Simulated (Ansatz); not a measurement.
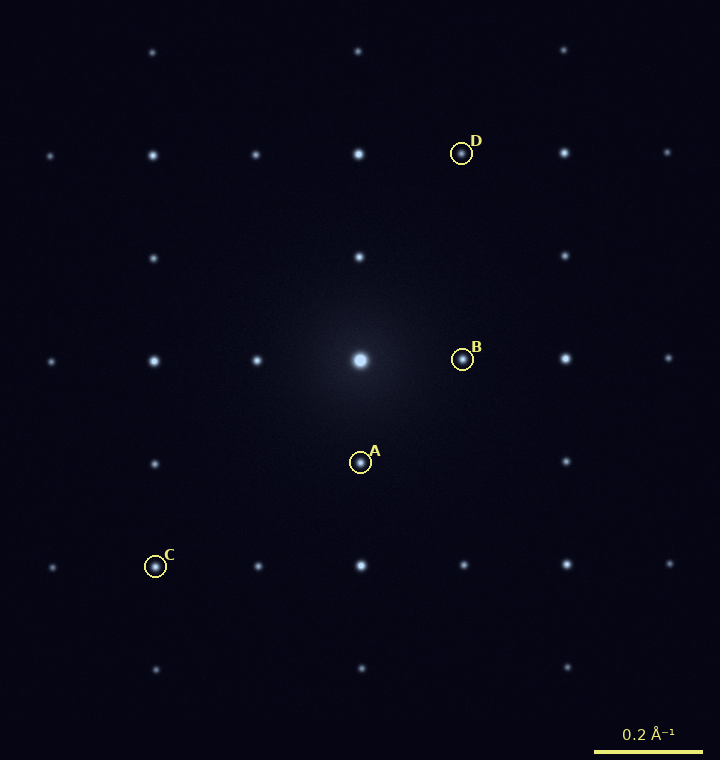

Computed electron diffraction pattern, 200 kV, single scattering only, B = 0.3 Å². The zone axis points towards the electron source and the pattern is seen from the source side.

Crystal: MnBr₃, space group Pm-3m (No. 221), a = 5.210 Å. Structure: the input geometry of an electronic-structure calculation (not necessarily at equilibrium); the starting structure was generated, so it need not be a known form of this composition.

```cif
data_structure
_symmetry_space_group_name_H-M 'Pm-3m'
_symmetry_Int_Tables_number 221
_cell_length_a 5.2100
_cell_length_b 5.2100
_cell_length_c 5.2100
_cell_angle_alpha 90.000
_cell_angle_beta 90.000
_cell_angle_gamma 90.000
_cell_volume 141.42
loop_
_atom_site_label
_atom_site_type_symbol
_atom_site_symmetry_multiplicity
_atom_site_Wyckoff_symbol
_atom_site_fract_x
_atom_site_fract_y
_atom_site_fract_z
_atom_site_occupancy
Mn1 Mn 1 a 0.00000 0.00000 0.00000 1
Br1 Br 3 d 0.50000 0.00000 0.00000 1
```

Spot A is indexed -1 0 0 and spot B 0 -1 0.

### Index the other marked spots.

C = 2A − 2B = -2 2 0 (d = 1.842 Å). D = −2A + B = 2 -1 0 (d = 2.330 Å).

### Give [uvw].

The cross product of A and B is parallel to [001]; every spot obeys hu + kv + lw = 0.

### What are the spacings of A and B and the angle between them?

d(A) = 5.210 Å, d(B) = 5.210 Å, and the angle is 90.0°.
